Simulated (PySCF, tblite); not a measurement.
**C₂H₆ClSi radical, a small gas-phase stand-in for a defect centre (Si site with back bonds C, C, Cl): EPR parameters**

Wanted: the EPR parameters for `C[Si](C)Cl`. It is drawn as: dangling bond.

Programs: tblite 0.8.0 and PySCF 2.14.0. All values are calculated, for the isolated system unless a continuum is named. Atoms count from 0, parts from 1.

## 1. Starting point

10 atoms, charge 0, multiplicity 2; geometry: distance geometry start.

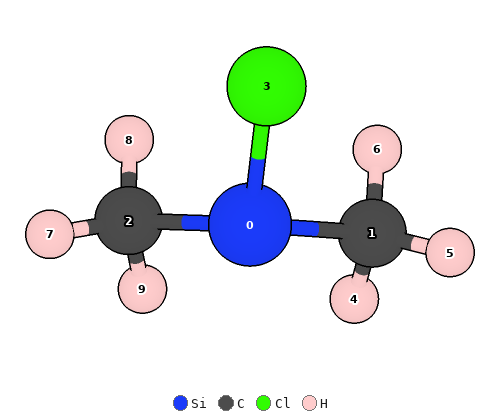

The starting geometry (silicon blue, carbon dark grey, chlorine green, hydrogen pink), atoms numbered.

## 2. Relaxing the cluster with GFN2-xTB

The job: settings as JSON, then the geometry in Å.

```
{"job": {"kind": "relax", "xc": "GFN2-xTB", "basis": "xTB"}, "charge": 0, "multiplicity": 2}
Si     0.130254     0.925998    -0.167801
C     -1.455909    -0.033553    -0.284814
C      1.457894    -0.368683    -0.050592
Cl     0.021779     2.184522     1.464614
H     -1.301695    -0.811644    -1.054082
H     -2.323104     0.601503    -0.557533
H     -1.599171    -0.525523     0.735246
H      2.462420     0.030386    -0.201790
H      1.361193    -0.941798     0.939194
H      1.235025    -1.085320    -0.862353
```

With the program's defaults for keys left out, this is: GFN2-xTB geometry optimisation, gas phase.

Command:

```
$ OMP_NUM_THREADS=1 python cluster_run.py task.json out
```

This one command runs all jobs of the session in turn.

The program printed:

```text
step      E/eV     max force
  0    -369.65351    1.584
  1    -369.77768    0.831
  2    -369.82040    0.551
  3    -369.83894    0.479
  4    -369.86231    0.269
  5    -369.86638    0.192
  6    -369.87135    0.269
  7    -369.87603    0.231
  8    -369.88033    0.192
  9    -369.88394    0.197
 10    -369.88750    0.197
 11    -369.89114    0.170
 12    -369.89488    0.165
 13    -369.89872    0.232
 14    -369.90332    0.247
 15    -369.90908    0.260
 16    -369.91450    0.212
 17    -369.91797    0.155
 18    -369.91980    0.150
 19    -369.92102    0.127
 20    -369.92209    0.098
 21    -369.92279    0.080
 22    -369.92319    0.057
 23    -369.92347    0.049
 24    -369.92373    0.053
 25    -369.92400    0.071
 26    -369.92425    0.067
 27    -369.92446    0.042
 28    -369.92465    0.052
 29    -369.92489    0.061
 30    -369.92521    0.072
 31    -369.92556    0.072
 32    -369.92577    0.039
 33    -369.92584    0.019
 34    -369.92587    0.016
 35    -369.92590    0.018
 36    -369.92595    0.025
 37    -369.92601    0.025
 38    -369.92605    0.015
 39    -369.92607    0.013
 40    -369.92608    0.011
 41    -369.92611    0.017
 42    -369.92615    0.031
 43    -369.92626    0.052
 44    -369.92650    0.078
 45    -369.92690    0.095
 46    -369.92731    0.078
 47    -369.92758    0.034
 48    -369.92770    0.027
 49    -369.92776    0.024
 50    -369.92780    0.018
 51    -369.92782    0.009
 52    -369.92782    0.003
```

Run time: 0.97 s. Hardware: 1 thread of Arm Neoverse V1, shared host.

Step by step:

```
step  energy from step 0 (eV)  largest force (eV/Å)
   0                   0.0000                1.5837
   2                  -0.1669                0.5508
   4                  -0.2088                0.2687
   6                  -0.2178                0.2691
   8                  -0.2268                0.1919
  10                  -0.2340                0.1974
  12                  -0.2414                0.1650
  14                  -0.2498                0.2478
  16                  -0.2610                0.2121
  18                  -0.2663                0.1494
  20                  -0.2686                0.0981
  22                  -0.2697                0.0570
  24                  -0.2702                0.0533
  26                  -0.2707                0.0674
  28                  -0.2711                0.0519
  30                  -0.2717                0.0718
  32                  -0.2723                0.0393
  34                  -0.2724                0.0163
  36                  -0.2724                0.0255
  38                  -0.2725                0.0145
  40                  -0.2726                0.0114
  42                  -0.2726                0.0318
  44                  -0.2730                0.0774
  46                  -0.2738                0.0773
  48                  -0.2742                0.0269
  50                  -0.2743                0.0184
  52                  -0.2743                0.0030
```

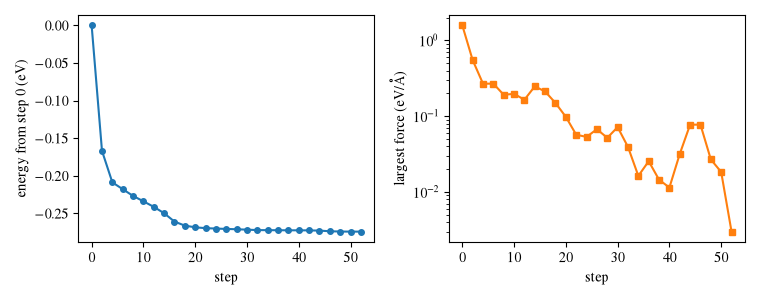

Energy and largest force along the relaxation.

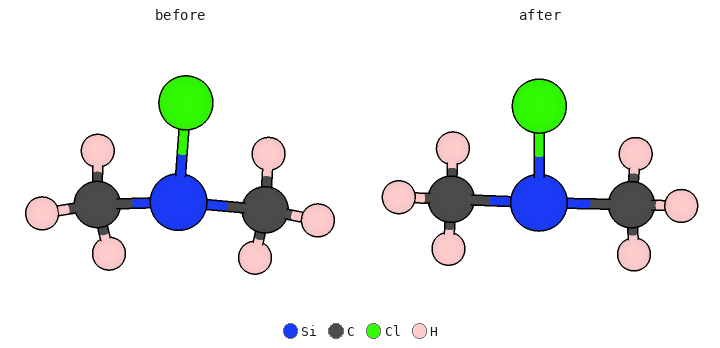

The geometry before (left) and after (right).

Distances of close pairs at the start and the end, largest changes first:

```
   bond  before (Å)  after (Å)  change (Å)
  C2–H8       1.148      1.089      -0.059
  C1–H6       1.142      1.089      -0.052
 Si0–C1       1.858      1.905      +0.048
 Si0–C2       1.858      1.905      +0.047
  C1–H5       1.109      1.086      -0.023
  C2–H9       1.106      1.085      -0.020
  C1–H4       1.105      1.085      -0.020
Si0–Cl3       2.064      2.058      -0.006
```

## 3. Relaxing the molecule at PBE0-D3(BJ)/def2-SVP

The job: settings as JSON, then the geometry in Å.

```
{"job": {"xc": "PBE0", "basis": "def2-SVP", "d3": "d3bj", "grid": 2, "kind": "geom", "shake": 0.01}, "charge": 0, "multiplicity": 2}
Si     0.133779     0.818120    -0.248358
C     -1.581446    -0.042220    -0.280969
C      1.533208    -0.386842    -0.040465
Cl     0.166631     2.155614     1.331199
H     -1.639895    -0.758039    -1.104606
H     -2.396317     0.673767    -0.393410
H     -1.722542    -0.580641     0.653863
H      2.527093     0.130650    -0.007849
H      1.439674    -0.926260     0.922772
H      1.581366    -1.109732    -0.830703
```

The program printed:

```text
step   0  E = -828.88120254  max force = 0.021632
step   1  E = -828.88144136  max force = 0.014190
step   2  E = -828.88276785  max force = 0.004781
step   3  E = -828.88325215  max force = 0.001599
step   4  E = -828.88327705  max force = 0.000635
step   5  E = -828.88329683  max force = 0.000607
step   6  E = -828.88330710  max force = 0.000810
step   7  E = -828.88332196  max force = 0.000578
step   8  E = -828.88332975  max force = 0.000361
optimisation converged
```

It took 55 s on 1 thread of Arm Neoverse V1, shared host; peak memory 0.48 GiB.

Relaxation path:

```
step  energy from step 0 (eV)  largest force component (eV/Å)
   0                   0.0000                          1.1124
   1                  -0.0065                          0.7297
   2                  -0.0426                          0.2458
   3                  -0.0558                          0.0822
   4                  -0.0565                          0.0327
   5                  -0.0570                          0.0312
   6                  -0.0573                          0.0417
   7                  -0.0577                          0.0297
   8                  -0.0579                          0.0186
```

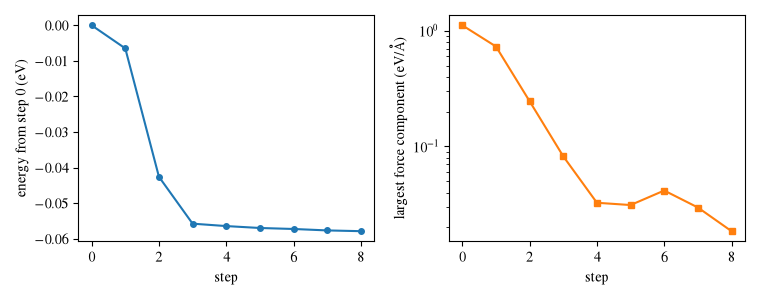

Energy and largest force along the relaxation.

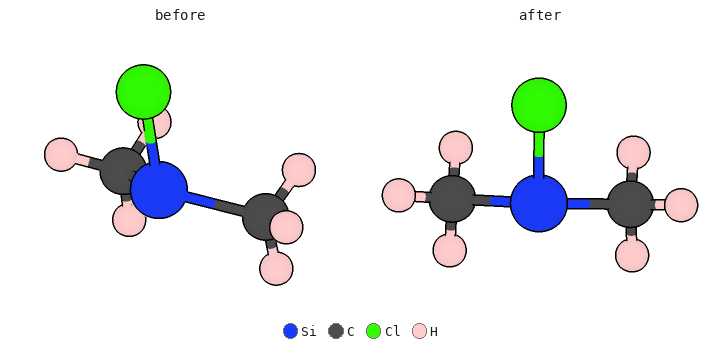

The geometry before (left) and after (right).

Close pairs (by a distance rule), those that changed most:

```
   bond  before (Å)  after (Å)  change (Å)
 Si0–C1       1.919      1.878      -0.041
  C2–H9       1.072      1.102      +0.029
  C2–H7       1.121      1.099      -0.022
Si0–Cl3       2.070      2.091      +0.021
 Si0–C2       1.858      1.878      +0.020
  C1–H6       1.088      1.103      +0.015
  C1–H5       1.091      1.100      +0.009
  C1–H4       1.093      1.101      +0.009
```

The end geometry stands in the next job.

```
                         at the end point                value
  point group (found at 0.08 Å tolerance)                   Cs
rotational constants (GHz, main isotopes)  5.548, 3.269, 2.262
                        dipole moment (D)                 2.15
                                     ⟨S²⟩                0.751
```

## 4. EPR parameters: B3LYP/IGLO-III+pcH-1

The job: settings as JSON, then the geometry in Å.

```
{"job": {"kind": "epr"}, "charge": 0, "multiplicity": 2}
Si    -0.399764     0.750241    -0.218069
C     -1.315334    -0.848611     0.146540
C      1.437078     0.448846    -0.467776
Cl    -0.632141     2.026735     1.422093
H     -1.211508    -1.545577    -0.700032
H     -2.385871    -0.668212     0.321143
H     -0.892458    -1.326981     1.046142
H      1.981854     1.389774    -0.631225
H      1.858991    -0.046489     0.423105
H      1.599931    -0.204948    -1.339186
```

Method: UKS B3LYP, IGLO-III on C Cl Si, pcH-1 on H, non-relativistic, mean-field spin-orbit, GIAO.

The program printed:

```text
UKS, coarse grid
  cycle   1  E = -829.56319161  |g| = 3.81e-01
  cycle   2  E = -829.53643784  |g| = 4.36e-01
  cycle   3  E = -829.63085734  |g| = 3.20e-02
  cycle   4  E = -829.63125851  |g| = 1.40e-02
  cycle   5  E = -829.63135888  |g| = 3.29e-03
  cycle   6  E = -829.63136383  |g| = 9.57e-04
UKS, final grid
  cycle   1  E = -829.63133053  |g| = 1.18e-03
  cycle   2  E = -829.63132992  |g| = 1.63e-03
  cycle   3  E = -829.63133128  |g| = 6.04e-05
  cycle   4  E = -829.63133128  |g| = 2.09e-05
E = -829.63133128 Eh   <S^2> = 0.7513 (exact 0.7500)
g shifts (ppm)      1          2          3
  rmc          -165       -165       -165
  gc             18         84         66
  oz_so         -63       2896       3987
  total        -210       2815       3888
hyperfine (MHz)  atom isotope    a_iso     a_fc   dipolar eigenvalues
    0  29Si    -639.32    -640.29   -152.13     75.66     76.48
    1   13C      51.30      51.27     -6.08     -5.54     11.62
    2   13C      51.16      51.13     -6.07     -5.56     11.62
    3  35Cl      20.22      19.97    -16.83    -15.86     32.69
    4    1H      -3.63      -3.63     -4.88     -2.24      7.11
    5    1H       0.50       0.49     -4.99     -2.60      7.59
    6    1H      51.40      51.40     -4.39     -0.00      4.39
    7    1H       0.04       0.03     -4.96     -2.57      7.53
    8    1H      51.61      51.61     -4.40      0.02      4.38
    9    1H      -3.45      -3.45     -4.89     -2.26      7.15
```

Wall time 27 s (1 thread of Arm Neoverse V1, shared host); peak memory 0.74 GiB.

Principal g values 2.00211, 2.00513, 2.00621; g(iso) = 2.00448, against 2.00232 for a free electron.

Mean a(iso) over the nuclei that a row names, and the largest dipolar term of the row (other rows stand at the frozen geometry):

```
nuclei  isotope  a(iso) (MHz)  a(iso) (G, at g = 2.0023)  largest dipolar term (MHz)
   Si0     29Si        -639.3                     -228.1                      -152.1
H6, H8       1H          51.5                       18.4                        -4.4
C1, C2      13C          51.2                       18.3                        11.6
   Cl3     35Cl          20.2                        7.2                        32.7
H4, H9       1H          -3.5                       -1.3                         7.2
H5, H7       1H           0.3                        0.1                         7.6
```

Mulliken spin populations:

```
atom  value (e)
 Si0       0.83
  C1       0.02
  C2       0.02
 Cl3       0.07
  H4       0.00
  H5       0.00
  H6       0.03
  H7       0.00
  H8       0.03
  H9       0.00
```

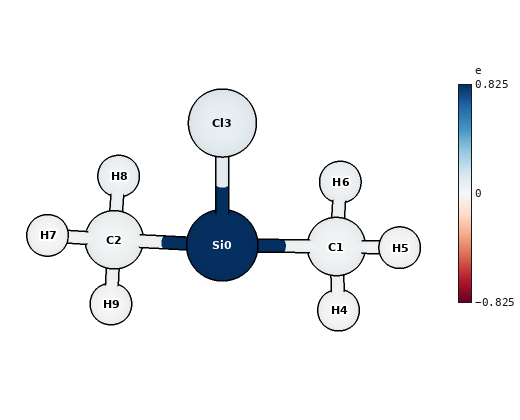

Mulliken spin populations, as colours on the atoms.

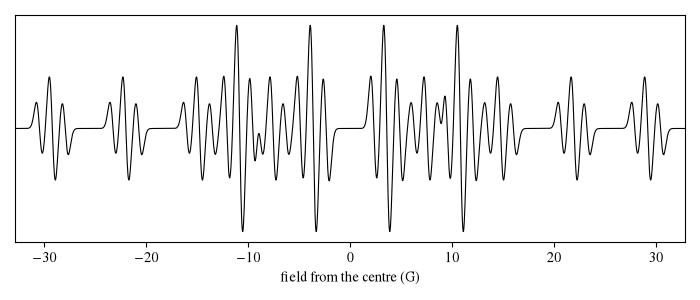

First-order isotropic spectrum (first derivative, main isotopes with spin only, couplings over 0.8 MHz, Gaussian width 0.3 G; couplings of the frozen geometry, rotation of groups not averaged beyond the rows shown).

## 5. EPR parameters: BHandHLYP/IGLO-III+pcH-1

Settings changed since step 4:

```diff
@@ -1,2 +1,2 @@
-{"job": {"kind": "epr"}, "charge": 0, "multiplicity": 2}
+{"job": {"kind": "epr", "xc": "BHandHLYP"}, "charge": 0, "multiplicity": 2}
 Si    -0.399764     0.750241    -0.218069
```

With the program's defaults for keys left out, this is: UKS BHandHLYP, IGLO-III on C Cl Si, pcH-1 on H, non-relativistic, mean-field spin-orbit, GIAO.

The program printed:

```text
UKS, coarse grid
  cycle   1  E = -829.49244055  |g| = 2.72e-01
  cycle   2  E = -829.51477052  |g| = 2.00e-01
  cycle   3  E = -829.53326729  |g| = 2.72e-02
  cycle   4  E = -829.53374549  |g| = 6.43e-03
  cycle   5  E = -829.53379580  |g| = 2.94e-03
  cycle   6  E = -829.53380346  |g| = 7.58e-04
UKS, final grid
  cycle   1  E = -829.53378477  |g| = 4.60e-04
  cycle   2  E = -829.53378495  |g| = 3.58e-04
  cycle   3  E = -829.53378503  |g| = 1.05e-04
  cycle   4  E = -829.53378505  |g| = 3.04e-05
  cycle   5  E = -829.53378505  |g| = 6.67e-06
E = -829.53378505 Eh   <S^2> = 0.7520 (exact 0.7500)
g shifts (ppm)      1          2          3
  rmc          -166       -166       -166
  gc             18         83         66
  oz_so         -54       2386       3339
  total        -202       2304       3239
hyperfine (MHz)  atom isotope    a_iso     a_fc   dipolar eigenvalues
    0  29Si    -676.08    -677.06   -156.52     77.35     79.17
    1   13C      52.48      52.45     -6.11     -5.38     11.49
    2   13C      52.35      52.32     -6.10     -5.39     11.49
    3  35Cl      23.33      23.12    -16.14    -15.05     31.19
    4    1H      -4.15      -4.15     -4.89     -2.31      7.20
    5    1H      -0.41      -0.42     -5.02     -2.65      7.67
    6    1H      50.34      50.34     -4.33      0.09      4.24
    7    1H      -0.86      -0.86     -4.99     -2.62      7.61
    8    1H      50.53      50.53     -4.34      0.11      4.23
    9    1H      -3.96      -3.96     -4.91     -2.33      7.25
```

Wall time 28 s (1 thread of Arm Neoverse V1, shared host); peak memory 0.84 GiB.

In short: g(iso) 2.00410.

## 6. Side by side: EPR parameters

g, ⟨S²⟩ and isotropic hyperfine couplings (MHz), with basis size and wall time:

```
                     run   g(iso)   ⟨S²⟩  29Si Si0  1H H6 (mean)  13C C1 (mean)  35Cl Cl3  1H H4 (mean)  functions  time
    B3LYP/IGLO-III+pcH-1  2.00448  0.751    -639.3          51.5           51.2      20.2          -3.5        218  27 s
BHandHLYP/IGLO-III+pcH-1  2.00410  0.752    -676.1          50.4           52.4      23.3          -4.1        218  28 s
```

## 7. Outcome

| quantity | value |
| --- | --- |
| point group | Cs |
| rotational constants (main isotopes) | 5.55, 3.27, 2.26 GHz |
| g(iso) (B3LYP) | 2.00448 |
| ⟨S²⟩ | 0.751 (exact 0.75) |
| largest a(iso) (averaged by class) | 29Si on Si0, -639.3 MHz |

The start of the PBE0/def2-SVP relaxation was shaken at random by about 0.01 Å, so part of the energy gained, and of the first lengths quoted, undoes that. The optimisation took 8 steps and gained 0.058 eV; among the close pairs (by a distance rule), Si0–C1 changed most, from 1.919 to 1.878 Å (PBE0/def2-SVP). No frequency check was run at this level, so the end point may be a saddle. Most of the unpaired spin sits on Si0 (0.83 e). The isotropic g lies 2.2 ppt above the free-electron value. The coupling of 29Si on Si0 runs from -676.1 (BHandHLYP/IGLO-III+pcH-1) to -639.3 MHz (B3LYP/IGLO-III+pcH-1).
